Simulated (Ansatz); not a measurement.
Fields on a plane of La2InCu2 (space group P4/mbm)

```yaml
crystal:
  lattice:
    - [7.70412, 0.00000, 0.00000]
    - [0.00000, 7.70412, 0.00000]
    - [0.00000, 0.00000, 3.91475]
  atoms:
    - { symbol: La, position: [0.17745, 0.67745, 0.50000] }
    - { symbol: La, position: [0.82255, 0.32255, 0.50000] }
    - { symbol: La, position: [0.32255, 0.17745, 0.50000] }
    - { symbol: La, position: [0.67745, 0.82255, 0.50000] }
    - { symbol: In, position: [0.50000, 0.50000, 0.00000] }
    - { symbol: In, position: [0.00000, 0.00000, 0.00000] }
    - { symbol: Cu, position: [0.88284, 0.61716, 0.00000] }
    - { symbol: Cu, position: [0.11716, 0.38284, 0.00000] }
    - { symbol: Cu, position: [0.38284, 0.88284, 0.00000] }
    - { symbol: Cu, position: [0.61716, 0.11716, 0.00000] }
```

The slice is a (010) plane (indices of the conventional cell) through the point (0.823, 0.323, 0.500) (fractional), spanned by u = [001] and v = [100] in vectors of this cell: u (3.91 Å) and v (7.70 Å, at 90° to u). It covers one period; positions are fractions (u, v).

Atoms on it: La at (0.00, 0.00). Other atoms lie within 1 Å of the plane.

Level of theory: PBEsol (plane waves to 420 eV, PAW, scalar-relativistic; Ansatz, a quantum-chemistry and plane-wave program). k mesh 6×6×12. Inside the PAW spheres the values are not all-electron values, and peaks at nuclei hang on which shells count as valence. La2InCu2 is run without spin polarisation. La2InCu2 was relaxed with its symmetry unable to fall.

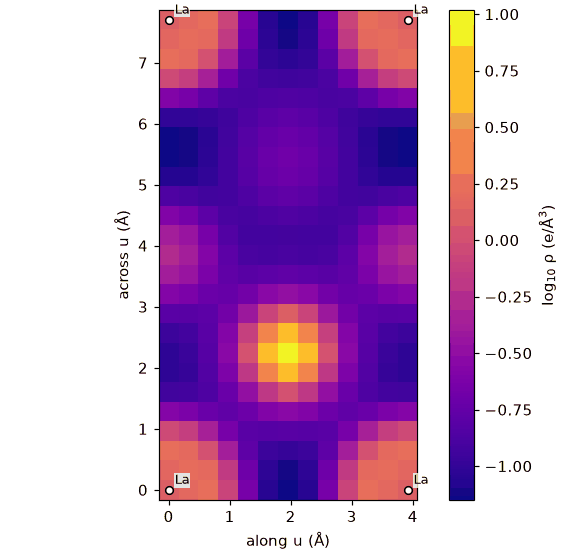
*Log₁₀ of the valence density in e/Å³, one period of the plane, atoms marked. The scale is logarithmic, as a density can span decades between atoms and voids.*

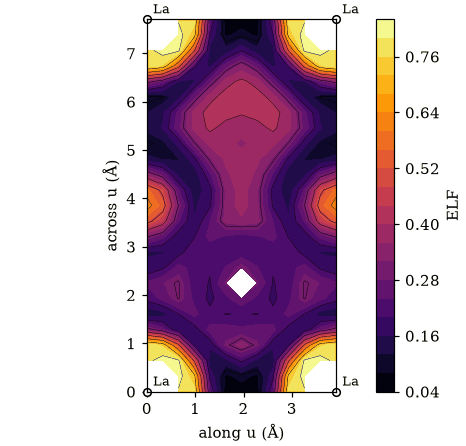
*Electron localisation function (ELF), one period of the plane, atoms marked. Points within 0.5 Å of a nucleus are left white, as the pseudised field means little there.*
